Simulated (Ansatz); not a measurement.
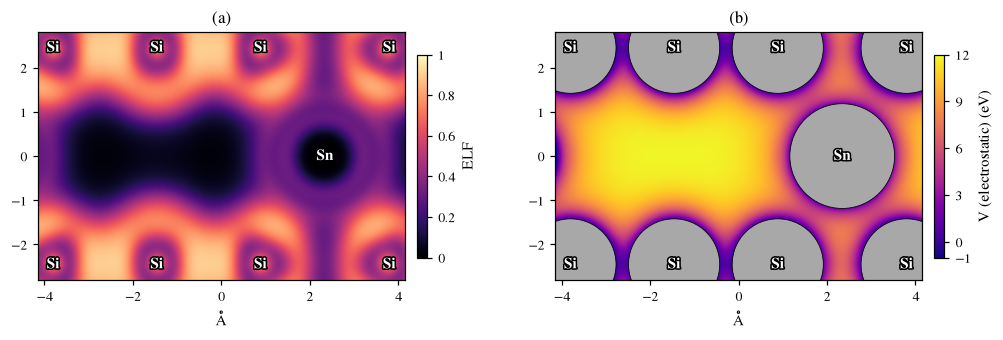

Figure. Si3Sn. (a) electron localisation function; (b) electrostatic potential energy of an electron on the (110) plane of the conventional cell. Grey discs cover the atomic cores in the potential map.

Space group P4/mmm; a structure generated by program, which may or may not match a known phase.

Theory: DFT PBE, scalar-relativistic, plane waves, PAW in Ansatz.

In a PAW calculation such maps are meaningful between the atoms, not at the nuclei.

Input file:

```
crystal:
  lattice:
    - [3.6223412518, 0.0, 0.0]
    - [0.0, 3.6223412518, 0.0]
    - [0.0, 0.0, 7.1978367044]
  atoms:
    - { symbol: Si, position: [0.0, 0.0, 0.675546077] }
    - { symbol: Si, position: [0.0, 0.0, 0.324453923] }
    - { symbol: Si, position: [0.0, 0.0, 0.0] }
    - { symbol: Sn, position: [0.5, 0.5, 0.5] }
basis:
  ecutwfc: 420
kpoints:
  mp_grid: { grid: [12, 12, 8] }
hamiltonian:
  xc: pbe
scf:
  occupations: { method: gaussian, width: 0.1 }
output:
  forces: true
  stress: true
  eigenvalues: true
  write_density: true
  write_potential: true
  elf: true
  volumetric_format: npy
relax:
  adjacent_minimum: "off"
  f_tol: 0.01
  max_steps: 80
  cell: { stress_tol: 0.05 }
```

Run with:

```sh
ansatz run input.yaml --threads 1 --pin off --max-ram 2560MiB --backend cpu --events-out ev --progress --plain --runs-dir out
```

Below, planes, directions and counts refer to the conventional cell (a = 3.47 Å, b = 3.47 Å, c = 7.60 Å, α = 90.00°, β = 90.00°, γ = 90.00°).

The fields are those of the run's last geometry, not of the input's.

Q: What do the fields say about this system?

A: Atoms in the plane: Si and Sn.
Si–Si (2.34 Å): the ELF peaks at about 0.90 between the atoms.
Si–Sn (2.85 Å): the ELF peaks at about 0.80 in the valence shell of Si, 0.9 Å from its nucleus, and is about 0.55 at the midpoint.
Outside the cores the potential energy rises away from the atoms and is highest about 2.4 Å from the nearest atoms; its zero is arbitrary.
